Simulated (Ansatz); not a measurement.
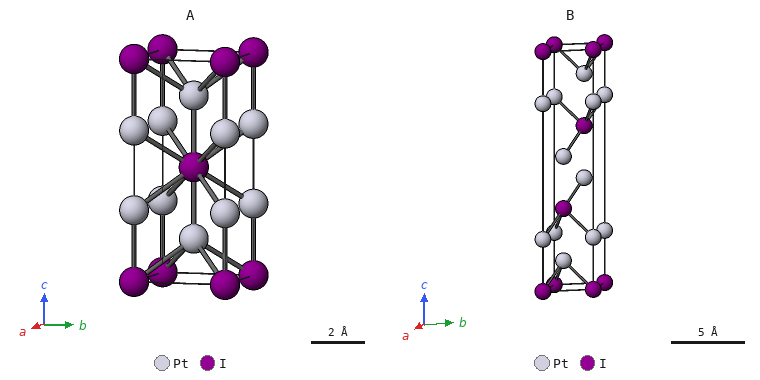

Two structures of Pt$_{2}$I, each relaxed to rest (conventional cells in solid outline, small ones repeated, not to one scale). Method: DFT PBE, scalar-relativistic, plane waves, PAW (Ansatz 0.2.0), without spin polarisation.

### What are the two structures?

A: 6 atoms a cell on a body-centred tetragonal lattice, I4/mmm. B: 9 atoms a cell on a rhombohedral (trigonal R) lattice, R-3m.

### Which form lies lower?

B is lower, by 27 meV/atom at this level of theory (energies at zero smearing). Volumes: A 19.2, B 21.0 Å³/atom.

One or both may be structure types tried for this composition rather than known phases.
